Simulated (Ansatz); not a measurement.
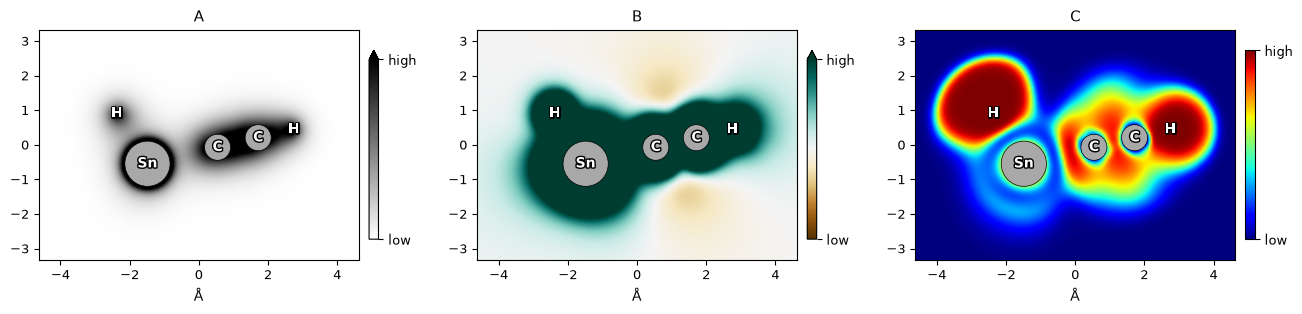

C2H4Sn (SMILES C#[C][SnH3]): 3 fields on the plane of atoms C2, Sn3 and H6, with unlabelled colour scales. Grey discs cover the atomic cores.

Geometry: PBE0-D4/def2-TZVP; core potentials replace the inner electrons of Sn.

The calculation used RKS PBE0-D4/def2-TZVPP (Ansatz).

The panels show electron density, electron localisation function and electrostatic potential in some order. Assign them.

Panel A: electron density. Panel B: electrostatic potential (strongly positive close to the atoms, with negative regions outside electron-rich atoms). Panel C: electron localisation function. From the grid: C–C (1.21 Å): ρ at the midpoint is about 2.9 e/Å³; the ELF peaks at about 0.85 between the atoms (a short, multiple covalent bond). C–Sn (2.08 Å): ρ at the midpoint is about 0.75 e/Å³; the ELF peaks at about 0.90 in the valence shell of C, 0.7 Å from its nucleus, and drops to about 0.20 between the two atoms.
